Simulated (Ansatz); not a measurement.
Cl$_{2}$FHSi···H$_{2}$···H$_{2}$O

```xyz
10

Si   -1.5281    0.8368   -0.0387
H     2.4737   -0.9449   -1.8894
Cl   -1.1254   -0.1064   -1.8042
Cl   -0.0472    2.1789    0.4677
H    -2.8255    1.5569   -0.1161
H     0.2569   -1.1933    1.3455
F    -1.6563   -0.2626    1.1651
H     2.0655   -0.9972   -1.2368
O     1.0900   -0.9797    0.8838
H     1.2963   -0.0886    1.2232
```

Method: Ansatz 0.2.0, RKS PBE-D4/def2-SVP.

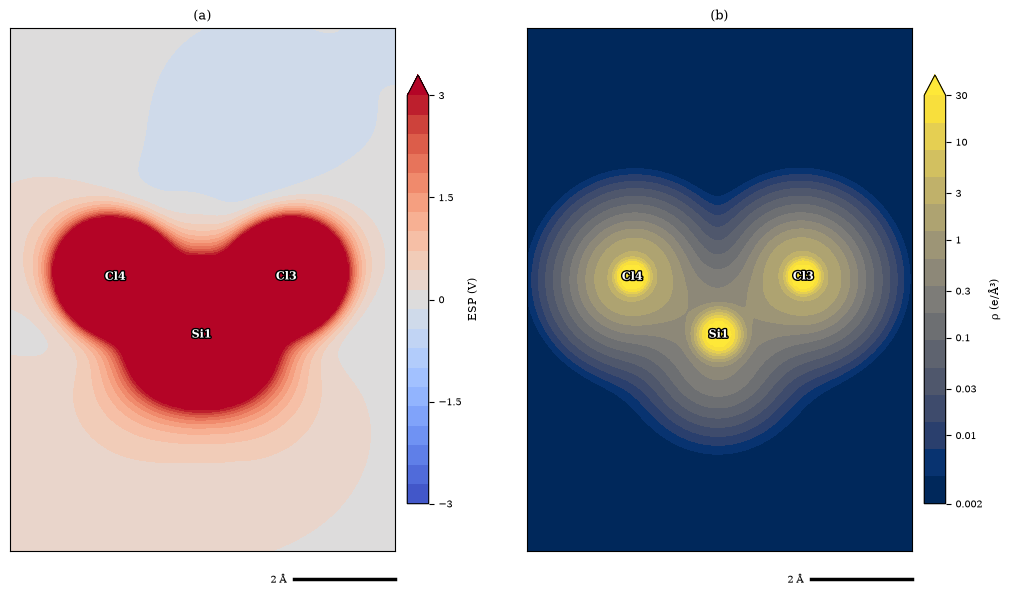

Figure 1. (a) molecular electrostatic potential; (b) electron density on the plane of atoms Cl3, Si1 and Cl4.

Describe what can be read from this map.

Answer.
- The section cuts through Si and Cl sites.
- Si–Cl (2.04 Å): the density is about 0.89 e/Å³ at the midpoint.
- Outside the dense part of the complex the potential is most negative (−0.3 V) near Cl3.

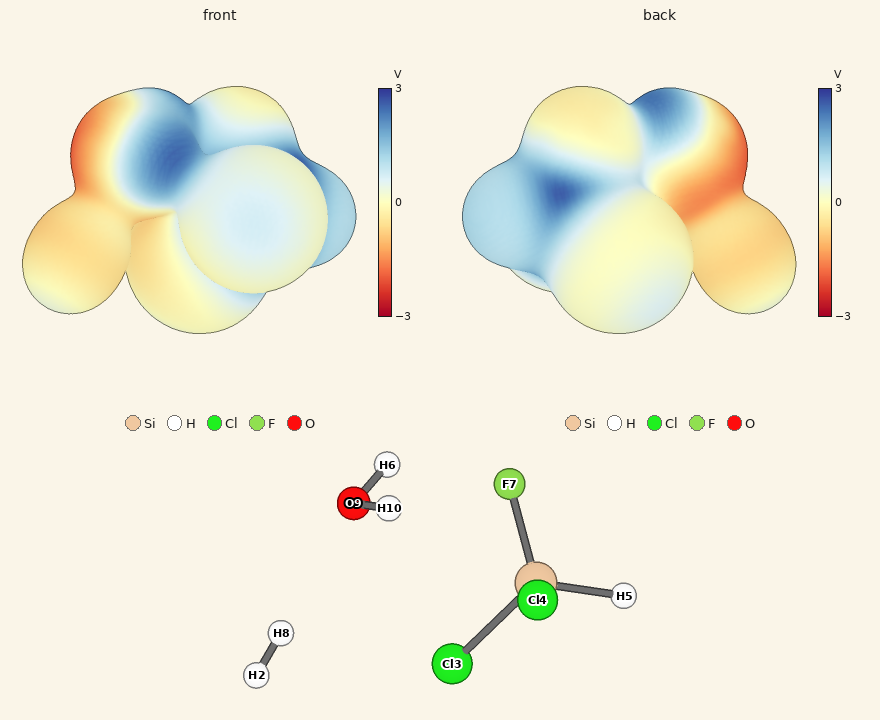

Figure 2. The molecular electrostatic potential painted on the density surface at 0.004 e/bohr³, seen from the front and from behind; the colour scale runs from red (negative) to blue (positive). The bare structure is drawn below in the same view.

Describe the electrostatic potential map.

Answer. The most negative region (about −1.9 V) lies over O9, the most positive (about +2.5 V) over Si1 and H10. Cl3 shows a σ-hole: about +0.6 V at the tip opposite its bond, against about −0.2 V on its flanks. O9 is the likeliest acceptor of a hydrogen bond.

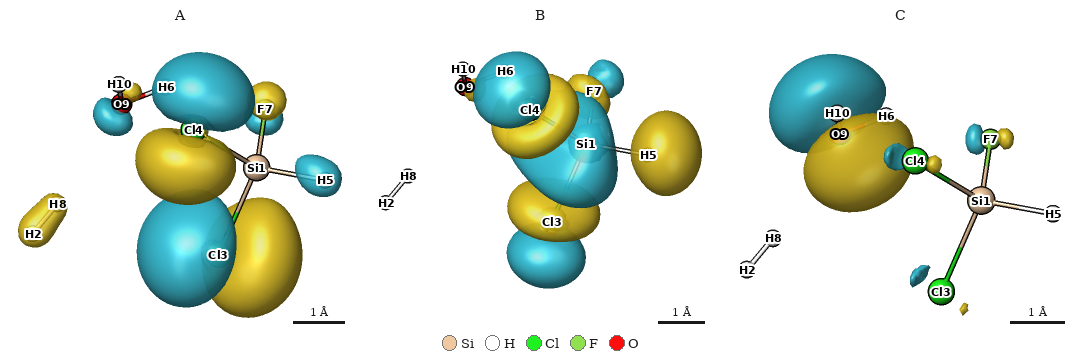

Figure 3. Three frontier orbitals at ±0.1 Å⁻³ᐟ² (yellow and cyan are the two phases), in no order.

Which picture is the HOMO−1, the HOMO and the LUMO?

Answer. A is the HOMO−1 (−8.18 eV). By Hirshfeld shares it lies mainly on Cl3 (about 55 %) and Cl4 (about 30 %). C is the HOMO (−6.62 eV). By Hirshfeld shares it lies mainly on O9 (about 85 %); largely a lone pair of O9. B is the LUMO (−0.89 eV). By Hirshfeld shares it lies mainly on Si1 (about 35 %), Cl4 (about 25 %), Cl3 (about 25 %) and H5 (about 10 %).

What is the HOMO–LUMO gap?

Answer. 5.73 eV between the orbital energies.
